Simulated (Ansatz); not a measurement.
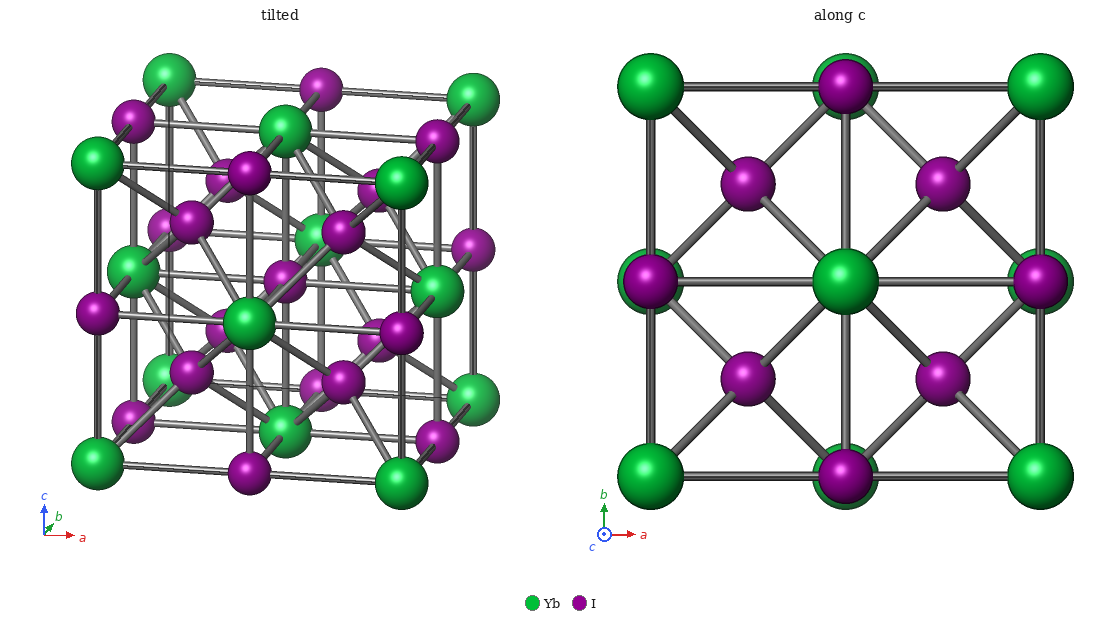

A ball-and-stick rendering, viewed slightly off an axis and along the c axis. The parallelepiped is the conventional unit cell.

YbI₃, D0₃ (BiF₃ or Fe₃Al type), space group Fm-3m (No. 225), a = 8.204 Å, b = 8.204 Å, c = 8.204 Å, α = 90.00°, β = 90.00°, γ = 90.00°. The initial geometry was a structure type filled with these elements by a generator (whether the compound takes this form wasn't checked). The cell was then strained or its atoms displaced on purpose. A calculation with Ansatz used it as input.

This one geometry was computed with Ansatz (DFT, plane waves, PAW) at four levels of theory: PBE, PBEsol, r2SCAN and LDA.

> Which level gives the highest pressure at this volume, and what does that say about its equilibrium volume?

Highest: PBE (0.0 GPa) and r2SCAN (0.0 GPa), which points to the largest equilibrium volume. Lowest, with the smallest volume: LDA (-3.5 GPa). Levels within 0.5 GPa of each other can't be told apart.

> How does the band gap change with the level of theory?

All levels give a metal.

> Collect the results in a table.

| level | cutoff (eV) | k-mesh of the run's cell | gap (eV) | pressure (GPa) | absolute moment (μB/atom) |
| --- | --- | --- | --- | --- | --- |
| PBE | 420 | 8×8×8 | metal | 0.0 | 0.00 |
| PBEsol | 420 | 8×8×8 | metal | -2.3 | 0.00 |
| r2SCAN | 500 | 8×8×8 | metal | 0.0 | 0.24 |
| LDA | 420 | 8×8×8 | metal | -3.5 | 0.00 |

Gaps are taken on the k-mesh or band path of each run.
